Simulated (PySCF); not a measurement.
# C5H14OSi: the cost of one run

Programs: PySCF 2.14.0, with density-fitted response routines of our own. Each step states its level of theory. These are calculated values for one molecule in the gas phase, unless marked as measured. Atoms count from 0, in the outputs and in this text.

## (1) Starting geometry

21 atoms, charge 0, multiplicity 1; geometry from: GFN2-xTB.

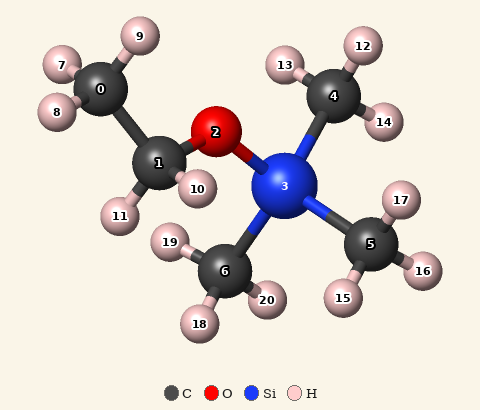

The starting geometry (carbon dark grey, oxygen red, silicon blue, hydrogen pink), atoms numbered.

## (2) Relaxing the molecule at PBE0-D3(BJ)/def2-SVP

What the job is given:

```
{"job": {"xc": "PBE0", "basis": "def2-SVP", "d3": "d3bj", "grid": 1, "kind": "geom"}, "charge": 0, "multiplicity": 1}
C      3.037406    -0.151761     0.837204
C      1.803871    -0.482324     0.010420
O      0.720193     0.283220     0.463000
Si    -0.853277     0.195205     0.031842
C     -1.637602     1.536242     1.118897
C     -1.094994     0.561163    -1.828108
C     -1.572587    -1.536226     0.397979
H      2.856198    -0.389608     1.881867
H      3.889620    -0.725408     0.483069
H      3.262172     0.908506     0.758168
H      1.986578    -0.260572    -1.048376
H      1.565553    -1.549492     0.097236
H     -1.170213     2.500856     0.952848
H     -1.540931     1.301779     2.173409
H     -2.694553     1.636826     0.897830
H     -0.693264    -0.238062    -2.446155
H     -2.143209     0.672470    -2.086160
H     -0.590010     1.479958    -2.114074
H     -1.152547    -2.290479    -0.262798
H     -1.355323    -1.839964     1.418533
H     -2.649810    -1.561507     0.272308
```

On the command line:

```bash
> OMP_NUM_THREADS=1 python probes_run.py task.json out
```

This one command runs all jobs of the session in turn.

**Question.** How long does this first job take on 1 thread of Intel Xeon Platinum 8488C, shared host, and how much memory does it need?

About 1.8 min, with a peak of 0.74 GiB.
